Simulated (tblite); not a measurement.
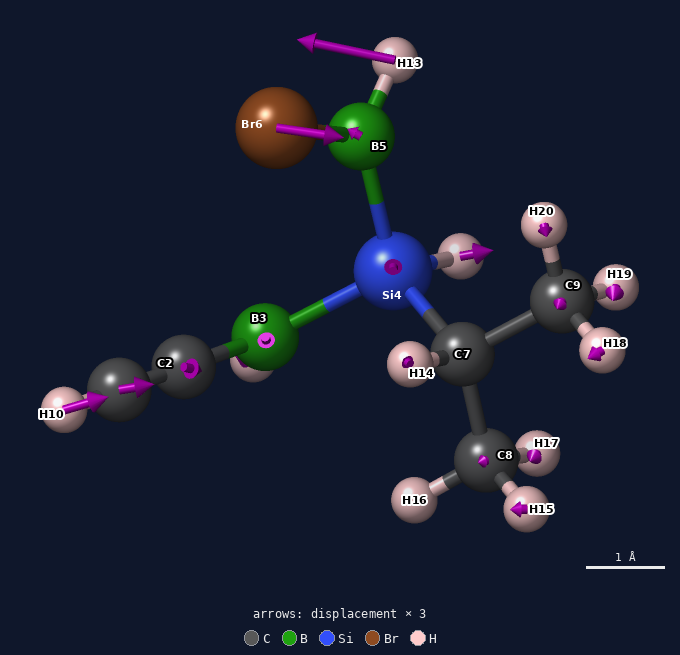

A relaxation of C5H11B2BrSi. The starting structure is drawn; purple arrows show the displacements, 3 times their true length. The two geometries are superimposed by the best rigid fit.

A ball-and-stick model, seen face on.

Level of theory: GFN2-xTB geometry optimisation, gas phase (tblite). 

> Describe the change and its energy.

After 75 geometry steps the energy has fallen by 8.89 kcal/mol. An H atom moves most after the best rigid fit: 0.44 Å. By element the largest moves are H 0.44 Å, Br 0.30 Å, C 0.15 Å, Si 0.09 Å, B 0.08 Å. Among the contacts that change: B–Br 2.007 → 1.869 Å, B–C 1.546 → 1.490 Å, C–Si 1.883 → 1.937 Å, B–Si 1.936 → 1.972 Å. Among the angles between lasting bonds that change: B–Si–H 108.5° → 114.3°, Br–B–H 120.1° → 115.5°, C–Si–H 109.1° → 104.7°.
